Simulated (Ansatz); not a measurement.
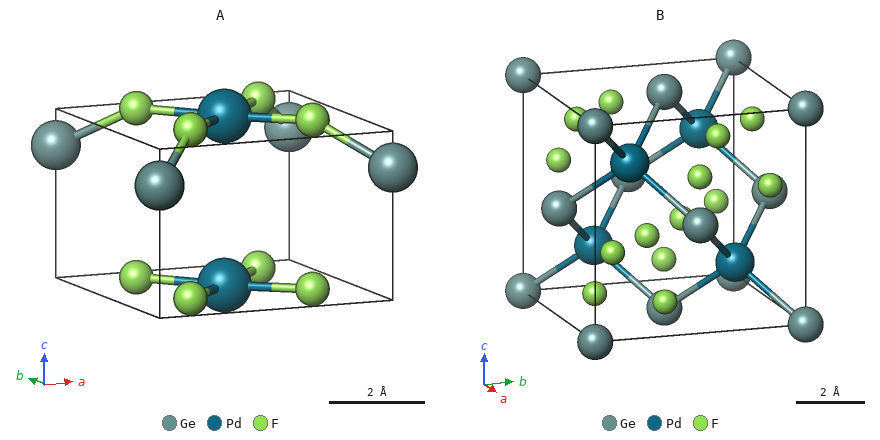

Two structures of GePdF₄, each relaxed to rest (conventional cells in solid outline, small ones repeated, not to one scale). Method: DFT PBE, scalar-relativistic, plane waves, PAW in Ansatz 0.2.0, without spin polarisation.

Name structures A and B.

Answer. A: 6 atoms a cell on a primitive tetragonal lattice, P4mm. B: 24 atoms a cell on a face-centred cubic lattice, F-43m.

Which has the lower energy, and by how much?

Answer. A is lower, by 1196 meV/atom at this level of theory (energies at zero smearing). Volumes: A 17.9, B 11.9 Å³/atom.

One or both may be structure types tried for this composition rather than known phases.
